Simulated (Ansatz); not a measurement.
Pulling on the In1–H2 bond in H3In (SMILES [InH3]) (multiplicity 1 held, fragments rigid). Energies count from the point at 1.731 Å.
Geometry at that point (charge 0, multiplicity 1):
```xyz
4

In     0.0000     0.0000     0.0000
H      0.6866    -0.4744     1.5160
H     -0.3914     1.6604    -0.2909
H     -0.2953    -1.1861    -1.2251
```

R- and RO- levels are restricted; in cc, def2 and unpolarised 6-31G sets they are followed outwards from rest. U- levels take the lowest unrestricted solution at each point, which mixes spins at long bonds. Active spaces are followed from a long bond inwards. Curves can end on different states.

Cores are frozen in the correlated methods. Filled d and f shells under p-block atoms count as core.

The values were computed with Ansatz (an electronic-structure program). Each number belongs to the level named beside it. In def2 rows elements past Kr take small-core potentials, without spin–orbit coupling.

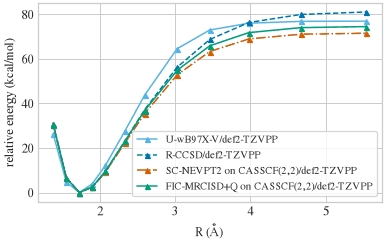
Figure. Relative energy along the coordinate

### Question
Read off the U-wB97X-V/def2-TZVPP curve at R = 2.596.

### Answer
about 44 kcal/mol

Doubts at one or more of the structures used: a spin-contaminated determinant (U-wB97X-V/def2-TZVPP); a restricted determinant that unrestricted orbitals would lower (R-CCSD/def2-TZVPP); other coupled-cluster roots lie near (R-CCSD/def2-TZVPP); T1 above 0.05 (R-CCSD/def2-TZVPP).
